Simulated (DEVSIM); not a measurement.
Structure: abrupt Si n-p junction, at 300 K.

```csv
layer (left to right),material,thickness (μm),Nd (cm⁻³),Na (cm⁻³),τn (s),τp (s)
1,Si,46.0,4.5e17,-,3.3e-6,3.3e-6
2,Si,21.0,-,3.6e15,3.3e-6,3.3e-6
```

Left contact: ohmic. Right contact: ohmic. Voltage is applied to the left contact. Recombination: SRH at mid-gap, radiative, Auger. Mobility is μmin + (μ − μmin)/(1 + (N/Nref)^α).

Constants are typed, rounded textbook-type inputs, not results; the design itself was drawn at random and stands for no fabricated device. Values at 300 K.

```tsv
parameter	Si
gap (eV)	1.124
affinity (eV)	4.05
permittivity	11.7
Nc (cm⁻³)	2.86e19
Nv (cm⁻³)	3.1e19
μn (cm²/Vs)	1417
μp (cm²/Vs)	470
μn,min	52
μp,min	45
Nref,n	9.7e16
Nref,p	2.2e17
αn	0.68
αp	0.72
B (cm³/s)	4.7e-15
Cn (cm⁶/s)	2.8e-31
Cp (cm⁶/s)	9.9e-32
```

Simulated with DEVSIM: 1D drift-diffusion, Boltzmann statistics, complete ionisation; no tunnelling, impact ionisation, image-force lowering or self-heating.

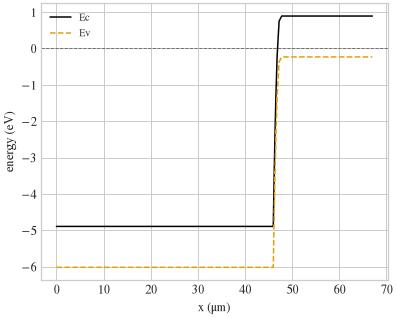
Figure. Band edges at 5.0 V on the left contact

Energies count from the Fermi level of the right contact; mesh points crowd at the junctions.

```tsv
x (μm)	Ec (eV)	Ev (eV)	n (cm⁻³)	p (cm⁻³)	field (V/cm)
0.000	-4.893	-6.017	4.5e17	260	≈ 0
0.05123	-4.893	-6.017	4.5e17	260	≈ 0
0.2023	-4.893	-6.017	4.5e17	260	≈ 0
0.6849	-4.893	-6.017	4.5e17	260	≈ 0
3.181	-4.893	-6.017	4.5e17	240	≈ 0
10.02	-4.893	-6.017	4.5e17	210	≈ 0
28.72	-4.893	-6.017	4.5e17	120	≈ 0
42.20	-4.893	-6.017	4.5e17	< 1e2	≈ 0
44.75	-4.893	-6.017	4.5e17	< 1e2	≈ 0
45.62	-4.893	-6.017	4.5e17	< 1e2	≈ 0
45.89	-4.893	-6.017	4.5e17	< 1e2	≈ 0
45.99	-4.851	-5.976	9.1e16	< 1e2	54000
46.04	-4.526	-5.650	3.2e11	< 1e2	77000
46.16	-3.616	-4.740	1700	610	71000
46.81	-0.209	-1.333	1200	8400	35000
48.58	0.890	-0.234	1900	3.6e15	≈ 0
54.11	0.890	-0.234	11000	3.6e15	≈ 0
62.55	0.890	-0.234	25000	3.6e15	≈ 0
66.03	0.890	-0.234	31000	3.6e15	≈ 0
66.69	0.890	-0.234	32000	3.6e15	≈ 0
66.92	0.890	-0.234	32000	3.6e15	≈ 0
67.00	0.890	-0.234	32000	3.6e15	≈ 0
```
